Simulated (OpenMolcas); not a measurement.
## Run report: C2H3F3O, excited-state calculation (part 2 of 2)

C2H3F3O, multiplicity 3; CASPT2/ANO-RCC-VDZ, DKH2 (OpenMolcas 26.06). The geometry is that of the parent species in another charge or spin state. The geometry comes from this level: GFN2-xTB.

Geometry of the input (Å):
```
O  0.2981  -1.5087  -0.5059
C  0.1352  -0.5380  0.4772
C  -0.3454  0.7940  -0.1060
F  -1.5552  0.7193  -0.6633
F  0.4956  1.2296  -1.0616
F  -0.3988  1.7501  0.8309
H  0.9319  -1.2087  -1.1697
H  -0.6258  -0.9052  1.1699
H  1.0644  -0.3324  1.0286
```

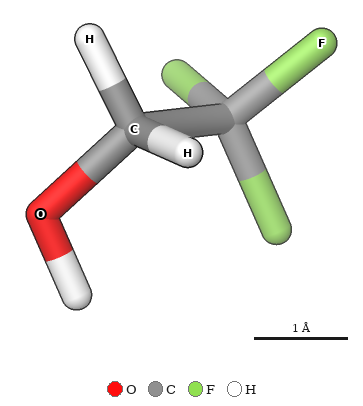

**Figure 1.** The input geometry (stick view, seen at a tilt).

The program's output, continued:
```
      ************************************************************************************************************************
                                                      Wave function printout:
                       occupation of active orbitals, and spin coupling of open shells (u,d: Spin up or down)
      ************************************************************************************************************************

      Note: transformation to natural orbitals
      has been made, which may change the order of the CSFs.

      printout of CI-coefficients larger than  0.05 for root  1
      energy=    -450.815664
      conf/sym  1111111111     Coeff  Weight
             2  2222u0u000  -0.97496 0.95054
           826  2202u2u000  -0.05125 0.00263
           998  2022u0u020   0.07959 0.00633
          1123  0222u0u002   0.09672 0.00935

      Natural orbitals and occupation numbers for root  1
      sym 1:   1.973390   1.971056   1.978600   1.983619   1.002315   0.020473   0.999628   0.015322   0.029309   0.026287

      ************************************************************************************************************************
      *                                                    Final results                                                     *
      ************************************************************************************************************************

++    Final optimization conditions:
      ------------------------------

      Average CI energy                            -450.81566390
      RASSCF energy for state  1                   -450.81566390
      Super-CI energy                                -0.00000000
      RASSCF energy change                            0.00000000
      Max change in MO coefficients              -1.260E-04
      Max non-diagonal density matrix element     5.376E-05
      Maximum BLB matrix element                 -1.064E-05
      (orbital pair  10,  25 in symmetry   1)
      Norm of electronic gradient            1.882E-05
--

      Final state energy(ies):
      ------------------------

::    RASSCF root number  1 Total energy:   -450.81566390
      Von Neumann Entropy (Root   1) =  1.35941

      Mulliken population analysis for root number:  1
      -----------------------------------------------

++    Molecular charges:
      ------------------

      Mulliken charges per centre
      ---------------------------

                O1      C2      C3      F4      F5      F6      H7      H8      H9
      Total    7.7314  6.0329  5.1623  9.2601  9.2913  9.3119  1.5750  0.7893  0.8459

      N-E      0.2686 -0.0329  0.8377 -0.2601 -0.2913 -0.3119 -0.5750  0.2107  0.1541

      Total electronic charge=   50.000000

      Total            charge=   -0.000000
--

      Expectation values of various properties for root number:  1
      -----------------------------------------------------------

++    Molecular properties:
      ---------------------

      Charge (e):
                      =   -0.0000
      Dipole Moment (debye):
      Origin of the operator (angstrom)=   -0.2408    0.4674   -0.1958
                   X= -1.4065E+00               Y= -4.8372E-01               Z=  4.5312E+00           Total=  4.7690E+00
      Quadrupole Moment (debye*angstrom):
      Origin of the operator (angstrom)=   -0.2408    0.4674   -0.1958
                  XX= -4.3733E+01              XY=  3.3464E+00              XZ=  4.7607E+00              YY= -4.5145E+01
                  YZ= -6.5605E+00              ZZ= -4.1302E+01
      In traceless form (debye*angstrom)
                  XX= -5.0997E-01              XY=  5.0196E+00              XZ=  7.1411E+00              YY= -2.6277E+00
                  YZ= -9.8407E+00              ZZ=  3.1376E+00
--

      Mulliken spin population analysis for root number:  1
      ---------------------------------------------------

++    Molecular charges:
      ------------------

      Mulliken spin population per centre
      ---------------------------

                O1      C2      C3      F4      F5      F6      H7      H8      H9
      Total    0.8568  0.0079  0.0187 -0.0008 -0.0058  0.0047  1.0178 -0.0171  0.1179

      Total electronic spin=    2.000000
--

      LoProp population analysis for root number:  1
      -----------------------------------------------

++    LoProp analysis:
      ----------------

++    Static properties:
      ------------------

      LoProp Charges per center

                   O1       C2       C3       F4       F5       F6       H7       H8       H9
      Nuclear      8.0000   6.0000   6.0000   9.0000   9.0000   9.0000   1.0000   1.0000   1.0000
      Electronic  -7.9312  -6.0918  -5.2361  -9.2454  -9.2838  -9.2789  -1.2303  -0.8442  -0.8584

      Total        0.0688  -0.0918   0.7639  -0.2454  -0.2838  -0.2789  -0.2303   0.1558   0.1416
--

      Natural Bond Order analysis for root number:  1

++    Natural Bond Order analysis
      ---------------------------
      Based on LoProp computed density
      -------------------------------------------------------------------------------------
      Atom A       Atom B       Bond Order
      -------------------------------------------------------------------------------------
      NBO located      0.995 non-bonded electrons on atom O1
      NBO located      0.997 non-bonded electrons on atom C2
      NBO located      0.998 non-bonded electrons on atom C3
      NBO located      1.001 non-bonded electrons on atom F4
      NBO located      0.998 non-bonded electrons on atom F4
      NBO located      0.972 non-bonded electrons on atom F4
      NBO located      1.000 non-bonded electrons on atom F5
      NBO located      0.990 non-bonded electrons on atom F5
      NBO located      0.999 non-bonded electrons on atom F6
      NBO located      1.010 non-bonded electrons on atom F6
      NBO located      0.978 non-bonded electrons on atom F6
      The remaining   14.300 electrons are to be considered as diffuse
--

--

      Average orbitals are written to the RASORB file
      Natural orbitals for root   1 are written to the RASORB.1 file
      Spin density orbitals for root   1 are written to the SPDORB.1 file

--- Stop Module: rasscf /rc=_RC_ALL_IS_WELL_ ---
--- Module rasscf spent 7 seconds ---

--- Start Module: caspt2 ---

                                              &CASPT2

                       available to each process: 1.9 GB of memory, 1 thread

++    Wave function specifications:
      -----------------------------

      Number of closed shell electrons          28
      Number of electrons in active shells      10
      Max number of holes in RAS1 space          0
      Max number of electrons in RAS3 space      0
      Number of inactive orbitals               14
      Number of active orbitals                 10
      Number of secondary orbitals              30
      Spin quantum number                      1.0
      State symmetry                             1
      Number of CSFs                         29700
      Number of CASSCF root(s) available         1
      CASPT2 state passed to geometry opt.       1
      A file JOBMIX will be created
      This is a CASSCF or RASSCF reference function
--

++    Orbital specifications:
      -----------------------

      Symmetry species                           1
                                                 a
      Frozen orbitals                            6
      Inactive orbitals                         14
      Active orbitals                           10
      Secondary orbitals                        30
      Deleted orbitals                           0
      Number of basis functions                 60
--

++    CASPT2 specifications:
      ----------------------

      Type of calculation                        SS-CASPT2
      Fock operator                              state-specific
      IPEA shift                                 0.25
      Real shift                                 0.00
      Imaginary shift                            0.20
      The input orbitals will be transformed to quasi-canonical
--

--------------------------------------------------------------------------------
 Estimated memory requirements:
  POLY3 :                  5302200
  RHS:                      816332
  SIGMA :                   586000
  PRPCTL:                        0
 Available workspace:    232408082

++ CASPT2 computation for group   1

********************************************************************************
 Multi-State initialization phase begins for group   1
--------------------------------------------------------------------------------
********************************************************************************
 Compute H0 matrices for state    1
--------------------------------------------------------------------------------
--------------------------------------------------------------------------------
 H0 matrices have been computed.

********************************************************************************
  CASPT2 EQUATION SOLUTION
--------------------------------------------------------------------------------

  Total nr of CASPT2 parameters:
   Before reduction:      456230
   After  reduction:      456230

 Variance of |WF0>:       1.7886005229

 The contributions to the second order correlation energy in atomic units.
-----------------------------------------------------------------------------------------------------------------------------
  IT.      VJTU        VJTI        ATVX        AIVX        VJAI        BVAT        BJAT        BJAI        TOTAL       RNORM
-----------------------------------------------------------------------------------------------------------------------------
   1    -0.003426   -0.003207   -0.022298   -0.072201   -0.018862   -0.009326   -0.038727   -0.343760   -0.511806    0.019627
   2    -0.003533   -0.003312   -0.022837   -0.073510   -0.019078   -0.009470   -0.039196   -0.344423   -0.515358    0.003076
   3    -0.003536   -0.003315   -0.022850   -0.073545   -0.019071   -0.009474   -0.039172   -0.344386   -0.515351    0.000705
   4    -0.003537   -0.003316   -0.022843   -0.073517   -0.019065   -0.009471   -0.039157   -0.344360   -0.515266    0.000137
   5    -0.003537   -0.003316   -0.022842   -0.073516   -0.019065   -0.009471   -0.039158   -0.344360   -0.515266    0.000034
   6    -0.003537   -0.003316   -0.022842   -0.073517   -0.019065   -0.009471   -0.039159   -0.344362   -0.515269    0.000007
   7    -0.003537   -0.003316   -0.022842   -0.073517   -0.019065   -0.009471   -0.039159   -0.344362   -0.515269    0.000002
-----------------------------------------------------------------------------------------------------------------------------

  FINAL CASPT2 RESULT:

      Reference energy:        -450.8156638959
      E2 (Non-variational):      -0.5152692750
      Shift correction:          -0.0022601030
      E2 (Variational):          -0.5175293779
      Total energy:            -451.3331932739
      Residual norm:              0.0000002860
      Reference weight:           0.85853

      Contributions to the CASPT2 correlation energy
      Active & Virtual Only:         -0.0323133753
      One Inactive Excited:          -0.1162122407
      Two Inactive Excited:          -0.3667436590

++ Denominators, etc.
--------------------------------------------------------------------------------------------------------------
 Report on small energy denominators, large coefficients, and large energy contributions.
CASE  SYMM ACTIVE-MIX  NON-ACTIVE INDICES          DENOMINATOR     RHS VALUE       COEFFICIENT     CONTRIBUTION
VJTU     1  Mu1.0001  In1.015                       0.27469364     -0.00000113      0.00000778     -0.00000000
VJTU     1  Mu1.0001  In1.016                       0.24684731      0.00006328      0.00021545      0.00000001
VJTU     1  Mu1.0001  In1.017                       0.23140683     -0.00008509      0.00069027     -0.00000006
VJTU     1  Mu1.0001  In1.018                       0.19989769      0.00008237     -0.00072524     -0.00000006
VJTU     1  Mu1.0001  In1.019                       0.19235661      0.00000613      0.00021145      0.00000000
VJTU     1  Mu1.0001  In1.020                       0.15209084     -0.00004231      0.00285556     -0.00000012
ATVX     1  Mu1.0001  Se1.031                       0.03220967      0.00010329     -0.00017186     -0.00000002
ATVX     1  Mu1.0001  Se1.032                       0.17850450      0.00029707     -0.00080530     -0.00000024
ATVX     1  Mu1.0001  Se1.033                       0.22247773      0.00037712     -0.00145272     -0.00000055
ATVX     1  Mu1.0001  Se1.034                       0.22744840      0.00021527     -0.00071543     -0.00000015
ATVX     1  Mu1.0001  Se1.035                       0.29690789     -0.00016566      0.00058465     -0.00000010
--

   (Skipping property calculation,
    use PROP keyword to activate)
--

  Total CASPT2 energies:
::    CASPT2 Root  1     Total energy:   -451.33319327

  A NEW JOBIPH FILE NAMED 'JOBMIX' IS PREPARED.
********************************************************************************
--- Stop Module: caspt2 /rc=_RC_ALL_IS_WELL_ ---
--- Module caspt2 spent 8 seconds ---

--- Start Module: rassi ---

                                               &RASSI

                       available to each process: 1.9 GB of memory, 1 thread

      ********************************************************************************
      *                             General data section                             *
      ********************************************************************************

   Specific data for JOBIPH file JOBMIX
   -------------------------------------

   Header from SEWARD:

   CASSCF title (first line only):
       (No title given)

  STATE IRREP:                1
  SPIN MULTIPLICITY:          3
  ACTIVE ELECTRONS:          10
  MAX RAS1 HOLES:             0
  MAX RAS3 ELECTRONS:         0
  NR OF CONFIG:           29700
 ###############################################################################
 ###    WARNING: EJOB used when HEFF is available, possible                  ###
 ###    extra interaction between states is ignored!                         ###
 ###############################################################################

   The following data are common to all the states:
   ------------------------------------------------
   (note: frozen counts as inactive, deleted as secondary)

      Nr of irreps: 1

                 Total     No./Irrep
      Irrep                  1
                             a

      INACTIVE      20      20
      ACTIVE        10      10
      SECONDARY     30      30
      BASIS         60      60

      RAS1           0       0
      RAS2          10      10
      RAS3           0       0

        MATRIX ELEMENTS WILL BE COMPUTED FOR THE FOLLOWING ONE-ELECTRON OPERATORS, UNLESS ZERO BY SYMMETRY.
   (Herm=Hermitian, Anti=Antihermitian, Sing=Singlet operator, Trip=Triplet operator)
     MLTPL  0   1 (HERMSING)     MLTPL  1   1 (HERMSING)     MLTPL  1   2 (HERMSING)
     MLTPL  1   3 (HERMSING)     MLTPL  2   1 (HERMSING)     MLTPL  2   2 (HERMSING)
     MLTPL  2   3 (HERMSING)     MLTPL  2   4 (HERMSING)     MLTPL  2   5 (HERMSING)
     MLTPL  2   6 (HERMSING)     VELOCITY   1 (ANTISING)     VELOCITY   2 (ANTISING)
     VELOCITY   3 (ANTISING)     ANGMOM     1 (ANTISING)     ANGMOM     2 (ANTISING)
     ANGMOM     3 (ANTISING)     MLTPV  2   1 (ANTISING)     MLTPV  2   2 (ANTISING)
     MLTPV  2   3 (ANTISING)     MLTPV  2   4 (ANTISING)     MLTPV  2   5 (ANTISING)
     MLTPV  2   6 (ANTISING)

       EIGENSTATES OF A SPIN-FREE HAMILTONIAN WILL BE COMPUTED BASED ON:

  a Hamiltonian matrix assumed to be diagonal with energies read from the wavefunction file(s).

  Nr of states:                    1

   State:        1
  JobIph:        1
 Root nr:        1

  HAMILTONIAN MATRIX FOR THE ORIGINAL STATES:

  Diagonal, with energies
   -451.33319327

      OVERLAP MATRIX FOR THE ORIGINAL STATES:

  Diagonal, with elements
      1.00000000

::    RASSI State    1     Total energy:    -451.33319327385720

      ****************************************************************************************************
      *                                         Spin-free section                                        *
      *                 Note: index according to input order, order according to energy.                 *
      ****************************************************************************************************

  SPIN-FREE ENERGIES:
  (Shifted by EMIN (a.u.) =       -451.3331932739)

 SF State       Relative EMIN(au)   Rel lowest level(eV)    D:o, cm**(-1)

     1             0.0000000000        0.0000000000              0.0000

++ Dipole transition strengths (spin-free states):
   -----------------------------------------------
     for osc. strength at least  1.00000000E-05

  ( Max oscillator strength is only    0.0000000000000000      )
--

++ Velocity transition strengths (spin-free states):
   -------------------------------------------------
     for osc. strength at least  1.00000000E-05

  ( Max oscillator strength is only    0.0000000000000000      )
--

++ Length and velocity gauge comparison (spin-free states):
   --------------------------------------------------------

 --------------------------------------------------
 A comparison between the dipole oscillator strengths in
 length and velocity gauge will be performed

     All dipole oscillator differences above the tolerance of   1.00000000E-01  will be printed

 Due to basis set deficiency these oscillator may be problematic

 The tolerance is defined as ABS(1-O_l/O_v)
 O_l : dipole oscillator strength in length gauge
 O_p : dipole oscillator strength in velocity gauge
 --------------------------------------------------

 No problematic oscillator strengths above the tolerance   0.10000000000000001       have been found

--

 Electric-dipole - electric-octupole not included
 Electric-dipole - magnetic-quadrupole not included

      ****************************************************************************************************
      *                                    Special properties section                                    *
      ****************************************************************************************************

--- Stop Module: rassi /rc=_RC_ALL_IS_WELL_ ---

.##################.
.# Happy landing! #.
.##################.

    Timing: Wall=19.56 User=17.84 System=1.70
```

Key numbers:

```json
{"quantity": "outcome", "value": "converged"}
{"quantity": "total energy", "value": "−451.333193 hartree"}
{"quantity": "CASSCF energy", "value": "−450.815664 hartree"}
{"quantity": "basis functions", "value": "60"}
{"quantity": "wall time", "value": "20 s"}
{"quantity": "peak memory", "value": "0.41 GiB"}
```
